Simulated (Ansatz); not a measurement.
Breaking the Si1–Cl2 bond in SiCl (multiplicity 2 held). Energies count from the point at 2.084 Å.


Restricted levels (R-, RO-) in cc, def2 and unpolarised 6-31G sets keep to the state of the molecule at rest. Active spaces are followed from rest. Curves can end on different states.

Cores are frozen in the correlated methods.

Programs: Ansatz (Gaussian orbitals). Each number belongs to the level named beside it.

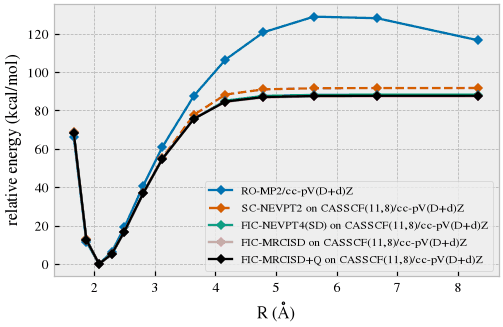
Fig. 1. Relative energy along the coordinate

Doubts at one or more of the structures used: a restricted determinant that unrestricted orbitals would lower (RO-MP2/cc-pV(D+d)Z); the program's own flag: passed over end (SC-NEVPT2 on CASSCF(11,8)/cc-pV(D+d)Z).

Ansatz is a first-principles code.
